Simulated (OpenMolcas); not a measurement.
**Run report: Ni³⁺ complex, multiconfigurational calculation (part 2 of 2)**

Continued. System: Ni³⁺ with 6 ligands (OH; octahedron, 1.93 Å), neutralised by 6 outer point charges of +0.5 e, whose field is part of the energies. Method: state-averaged CASSCF, active space 7 electrons in the shell 3d, basis ANO-RCC-VTZP on the metal and ANO-RCC-VDZP on the ligands, DKH2 scalar Hamiltonian, spin-orbit coupling by RASSI with atomic mean-field integrals (OpenMolcas).

The program's output (extracts), continued:
```
--- RASSI ---
SPIN-FREE ENERGIES:
  (Shifted by EMIN (a.u.) =      -1972.7328452709)

 SF State       Relative EMIN(au)   Rel lowest level(eV)    D:o, cm**(-1)

     1             0.0000000000        0.0000000000              0.0000
     2             0.0000000000        0.0000000000              0.0000
     3             0.0014615419        0.0397705808            320.7714
     4             0.0465854658        1.2676551025          10224.3279
     5             0.0471260716        1.2823657362          10342.9772
     6             0.0471260716        1.2823657362          10342.9772
    11             0.0521066635        1.4178945472          11436.0908
    12             0.0521066635        1.4178945472          11436.0908
    13             0.0935849433        2.5465760394          20539.5209
    14             0.0942017129        2.5633591955          20674.8862
    15             0.0942017129        2.5633591955          20674.8862
    16             0.0959958706        2.6121807135          21068.6583
    17             0.0959958706        2.6121807135          21068.6583
    18             0.0964110887        2.6234793721          21159.7881
     7             0.1016511673        2.7660691749          22309.8525
    19             0.1223132508        3.3283131102          26844.6556
    20             0.1223132508        3.3283131102          26844.6556
    21             0.1224871871        3.3330461574          26882.8302
     8             0.1267413180        3.4488069587          27816.5041
     9             0.1290537837        3.5117323557          28324.0316
    10             0.1290537837        3.5117323557          28324.0316
    22             0.1399355104        3.8078392228          30712.2946
    23             0.1455044752        3.9593784765          31934.5411
    24             0.1455044752        3.9593784765          31934.5411
    25             0.1472889163        4.0079355905          32326.1806
    26             0.1601582253        4.3581273279          35150.6674
    27             0.1608314253        4.3764460337          35298.4178
    28             0.1608314253        4.3764460337          35298.4178
    29             0.1732201109        4.7135593446          38017.4200
    30             0.1732201109        4.7135593446          38017.4200
    31             0.1909261480        5.1953651574          41903.4459
    32             0.1909261480        5.1953651574          41903.4459
    33             0.1915109838        5.2112793493          42031.8026
    34             0.1953935262        5.3169287103          42883.9221
    35             0.1984736785        5.4007439254          43559.9374
    36             0.1984736785        5.4007439254          43559.9374
    37             0.2076255337        5.6497785928          45568.5375
    38             0.2076255337        5.6497785928          45568.5375
    39             0.2298532209        6.2546247749          50446.9509
    40             0.2298532209        6.2546247749          50446.9509
Eigenvalues of complex Hamiltonian:
   -----------------------------------
  (Shifted by EMIN (a.u.) =      -1972.7328452709)

 SO State       Relative EMIN(au)   Rel lowest level(eV)    D:o, cm**(-1)

     1            -0.0036749788        0.0000000000              0.0000
     2            -0.0036749788        0.0000000000              0.0000
     3            -0.0018851661        0.0487032847            392.8185
     4            -0.0018851661        0.0487032847            392.8185
     5            -0.0011210300        0.0694964874            560.5270
     6            -0.0011210300        0.0694964874            560.5270
     7             0.0018220998        0.1495831297           1206.4693
     8             0.0018220998        0.1495831297           1206.4693
     9             0.0022069901        0.1600565272           1290.9430
    10             0.0022069901        0.1600565272           1290.9430
    11             0.0028672511        0.1780231445           1435.8535
    12             0.0028672511        0.1780231445           1435.8535
    13             0.0460016321        1.3517694467          10902.7559
    14             0.0460016321        1.3517694467          10902.7559
    15             0.0462092044        1.3574177761          10948.3127
    16             0.0462092044        1.3574177761          10948.3127
    17             0.0463315878        1.3607480001          10975.1728
    18             0.0463315878        1.3607480001          10975.1728
    19             0.0467841150        1.3730618907          11074.4910
    20             0.0467841150        1.3730618907          11074.4910
    21             0.0470707949        1.3808628496          11137.4100
    22             0.0470707949        1.3808628496          11137.4100
    23             0.0481946455        1.4114443833          11384.0667
    24             0.0481946455        1.4114443833          11384.0667
    25             0.0520016725        1.5150388632          12219.6125
    26             0.0520016725        1.5150388632          12219.6125
    27             0.0521481354        1.5190243235          12251.7574
    28             0.0521481354        1.5190243235          12251.7574
    29             0.0924597621        2.6159595672          21099.1368
    30             0.0924597621        2.6159595672          21099.1368
    31             0.0924915516        2.6168246027          21106.1138
    32             0.0924915516        2.6168246027          21106.1138
    33             0.0955271191        2.6994266030          21772.3439
    34             0.0955271191        2.6994266030          21772.3439
    35             0.0961885667        2.7174255081          21917.5148
    36             0.0961885667        2.7174255081          21917.5148
    37             0.0961944969        2.7175868779          21918.8164
    38             0.0961944969        2.7175868779          21918.8164
    39             0.0977191675        2.7590752793          22253.4429
    40             0.0977191675        2.7590752793          22253.4429
    41             0.1017239422        2.8680507508          23132.3893
Weights of the five most important spin-orbit-free states for each spin-orbit state.

 SO State  Total energy (au)           Spin-free states, spin, and weights
 -------------------------------------------------------------------------------------------------------
    1        -0.003675       2 1.5  0.3926    1 1.5  0.3926    3 1.5  0.2122   22 0.5  0.0008    4 1.5  0.0005
    2        -0.003675       1 1.5  0.3926    2 1.5  0.3926    3 1.5  0.2122   22 0.5  0.0008    4 1.5  0.0005
    3        -0.001885       2 1.5  0.4693    1 1.5  0.4693    3 1.5  0.0545    5 1.5  0.0017    6 1.5  0.0017
    4        -0.001885       1 1.5  0.4693    2 1.5  0.4693    3 1.5  0.0545    5 1.5  0.0017    6 1.5  0.0017
    5        -0.001121       3 1.5  0.4060    2 1.5  0.2936    1 1.5  0.2936    5 1.5  0.0020    6 1.5  0.0020
    6        -0.001121       3 1.5  0.4060    1 1.5  0.2936    2 1.5  0.2936    5 1.5  0.0020    6 1.5  0.0020
    7         0.001822       1 1.5  0.4611    2 1.5  0.4611    3 1.5  0.0660    5 1.5  0.0034    6 1.5  0.0034
    8         0.001822       2 1.5  0.4611    1 1.5  0.4611    3 1.5  0.0660    5 1.5  0.0034    6 1.5  0.0034
    9         0.002207       3 1.5  0.5824    2 1.5  0.2013    1 1.5  0.2013    4 1.5  0.0067   11 0.5  0.0028
   10         0.002207       3 1.5  0.5824    1 1.5  0.2013    2 1.5  0.2013    4 1.5  0.0067   11 0.5  0.0028
   11         0.002867       3 1.5  0.6623    2 1.5  0.1668    1 1.5  0.1668    6 1.5  0.0009    5 1.5  0.0009
   12         0.002867       3 1.5  0.6623    2 1.5  0.1668    1 1.5  0.1668    6 1.5  0.0009    5 1.5  0.0009
```

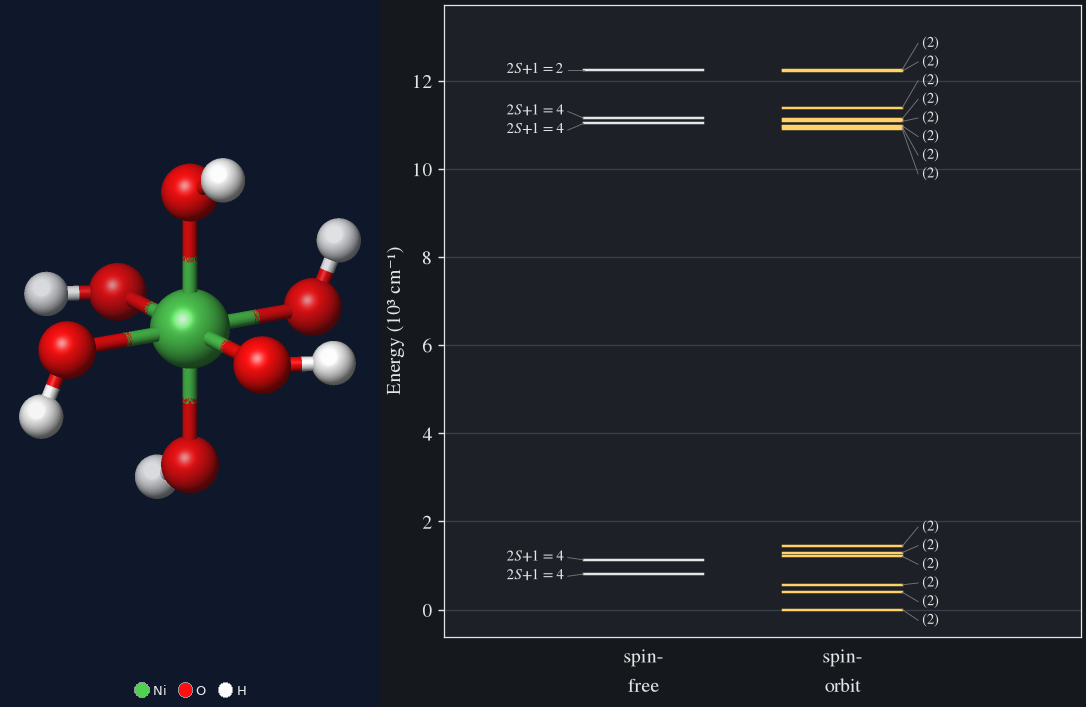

Figure 1. Ni³⁺ (3d⁷) with 6 ligands, OH⁻, at 1.93 Å (arrangement: octahedron, Ci), neutralised by outer point charges of +0.5 e, and its levels. Labels give the representation in O, Td, D4 or D3 as the site allows (double group for half-integer spin) where it could be assigned and, in brackets, the degeneracy; spin-free states, where drawn, share the zero of the spin-orbit levels. The ground level is a Kramers doublet, 100 % from states of spin multiplicity 4. Its principal g values are 3.68, 3.68 and 5.66. The next level lies at 393 cm⁻¹. The active orbitals hold 88 to 98 % metal character (Löwdin), and the Mulliken charge of the metal is +1.69.

The input:
```
&GATEWAY
Coord
13

Ni 0.0 0.0 0.0
O 1.930000 0.000000 0.000000
H 2.339940 0.879119 0.000000
O 0.000000 1.930000 0.000000
H 0.000000 2.339940 0.879119
O -1.930000 0.000000 0.000000
H -2.339940 -0.879119 0.000000
O 0.000000 -1.930000 0.000000
H 0.000000 -2.339940 -0.879119
O 0.000000 0.000000 1.930000
H 0.879119 0.000000 2.339940
O 0.000000 0.000000 -1.930000
H -0.879119 0.000000 -2.339940
Basis=Ni.ANO-RCC-VTZP,H.ANO-RCC-VDZP,O.ANO-RCC-VDZP
Group=XYZ
NoMove
AngMom=0.0 0.0 0.0
AMFI
RICD
XField
3 Angstrom 0
5.130000 0.000000 0.000000 0.500000
0.000000 5.130000 0.000000 0.500000
0.000000 0.000000 5.130000 0.500000
&SEWARD
&RASSCF
FileOrb=start.orb
Symmetry=1
Spin=4
nActEl=7 0 0
Inactive=18 21
Ras2=5 0
CIRoot=10 10 1
SDav=10
CIMx=300
Iter=150 100
PrWF=0.3
OrbListing=Nothing
MaxOrb=0
LevShft=1.0
>>> COPY $Project.JobIph JOB001
&RASSCF
FileOrb=start.orb
Symmetry=1
Spin=2
nActEl=7 0 0
Inactive=18 21
Ras2=5 0
CIRoot=40 40 1
SDav=40
CIMx=300
Iter=150 100
PrWF=0.3
OrbListing=Nothing
MaxOrb=0
LevShft=1.0
>>> COPY $Project.JobIph JOB002
&RASSI
NrOfJobIphs=2 10 40
1 2 3 4 5 6 7 8 9 10
1 2 3 4 5 6 7 8 9 10 11 12 13 14 15 16 17 18 19 20 21 22 23 24 25 26 27
28 29 30 31 32 33 34 35 36 37 38 39 40
IphNames
JOB001
JOB002
EJob
SpinOrbit
DIPRint=1.0
SOCoupling=1000.0
Subsets=2
Property=9
'ANGMOM' 1 'ANGMOM' 2 'ANGMOM' 3 'MLTPL  1' 1 'MLTPL  1' 2 'MLTPL  1' 3
'AMFI' 1 'AMFI' 2 'AMFI' 3
SOProperty=3
'ANGMOM' 1 'ANGMOM' 2 'ANGMOM' 3
```

The file start.orb holds starting orbitals from an earlier step. A driver script formed the levels outside the program, from RASSI's spin-orbit matrix and the active-space energies, averaged over the components of each term or state.

Launched with:
```bash
OMP_NUM_THREADS=1 MOLCAS_MEM=2457 MOLCAS_PROJECT=a pymolcas a.inp > a.log  # once for each step of the input, in one work folder
```

Summary:

```
                                 quantity                                                                 value
                                  outcome                                                             converged
      energy of the lowest spin-free term                                                   −1972.73285 hartree
    energy of the lowest spin-orbit level                                                   −1972.73652 hartree
largest spread among components of a term                                                              0.0 cm⁻¹
                                 hardware  1 thread of Arm Neoverse V1, 24 GiB of memory available, shared host
                                wall time                                                                  46 s
                              peak memory                                                               0.2 GiB
```

Remarks:

Without dynamic correlation the splittings between terms come out too large, often by 20 to 50 %. To bear in mind: orbital doublet at a regular site, Jahn-Teller distortion not allowed for; small active space favours high spin, ground spin may be wrong; distances are set from ionic radii, not optimised.
